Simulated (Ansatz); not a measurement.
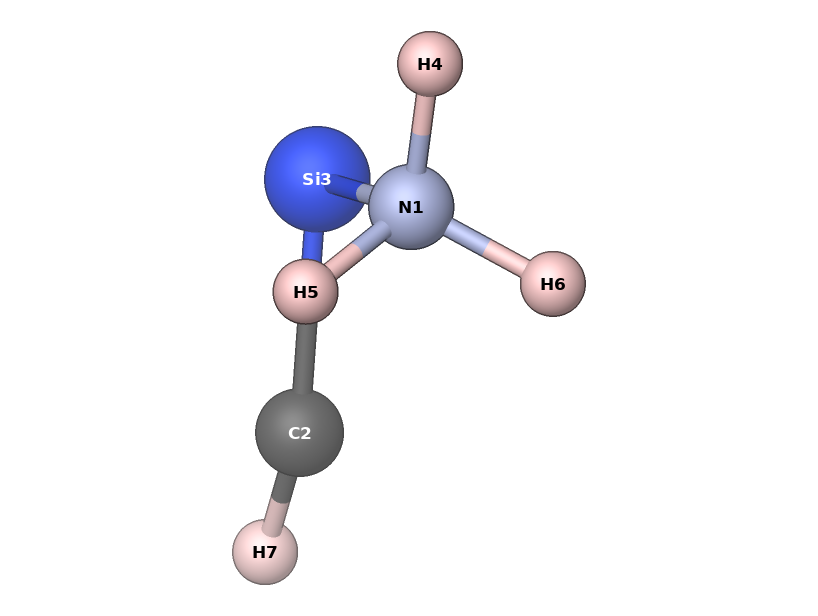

Si3 lies behind N1. The molecule seen a little off the N1–Si3 bond, N1 in front. Depth is shown by fading: the farther an atom, the more it takes the colour of the background. Charge +1, singlet. The computed structure is the end point of a PBE0-D4/def2-TZVP optimisation. No frequency run is at hand to confirm it as a minimum.

What is the torsion angle H4–N1–Si3–C2? The sign is positive where the front bond must turn clockwise to cover the back bond.

180°, antiperiplanar (anti).
